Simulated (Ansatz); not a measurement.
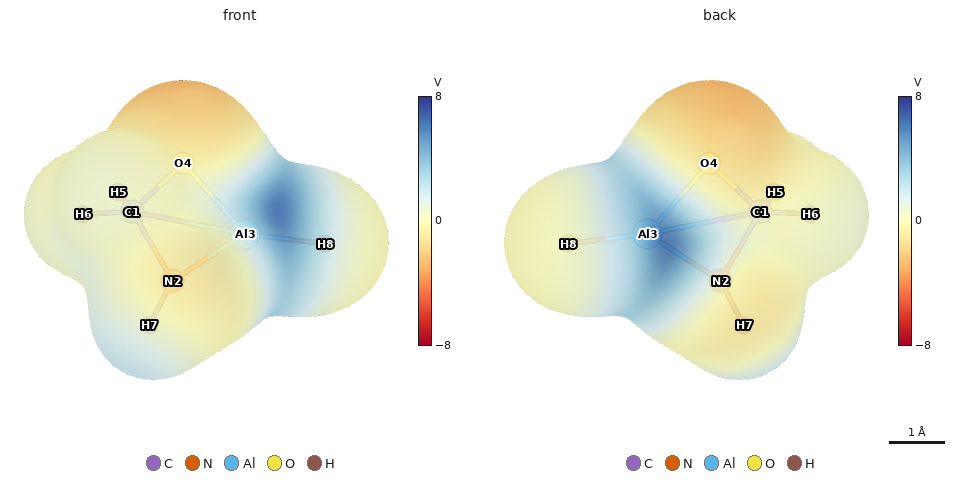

CH$_{4}$AlNO. The molecular electrostatic potential painted on the density surface at 0.004 e/bohr³, seen from the front and from behind; red is negative and blue positive.

Geometry: PBE0-D4/def2-TZVP.

These are results of isolated molecule in a Gaussian basis; Hartree-Fock in Ansatz, not measurements.

Input file:

```
crystal:
  periodic: [false, false, false]
  atoms:
    - {symbol: C, position_ang: [-0.254000, 0.762000, -0.440000]}
    - {symbol: "N", position_ang: [0.576900, 0.253100, 0.654700]}
    - {symbol: Al, position_ang: [0.036100, -1.359500, 0.209100]}
    - {symbol: O, position_ang: [-0.820500, -0.429100, -0.975000]}
    - {symbol: H, position_ang: [0.332400, 1.276900, -1.213500]}
    - {symbol: H, position_ang: [-1.052500, 1.431000, -0.090700]}
    - {symbol: H, position_ang: [1.107700, 0.887000, 1.221500]}
    - {symbol: H, position_ang: [0.166000, -2.878600, 0.578000]}
basis:
  gaussian: {orbitals: def2-SVP}
hamiltonian: {xc: hf}
accuracy: high
output: {forces: true, orbitals: {seedname: orbitals}}
```

Launched as:

```sh
ansatz run in.yaml --threads 1 --pin off --max-ram 2610MiB --events-out events.jsonl --progress --plain --runs-dir runs
```

> Describe the electrostatic potential map.

The most negative region (about −2.7 V) lies over O4, the most positive (about +6.2 V) over Al3. O4 is the likeliest acceptor of a hydrogen bond.

> How polar is the molecule by this calculation?

Its dipole moment is 2.23 D.
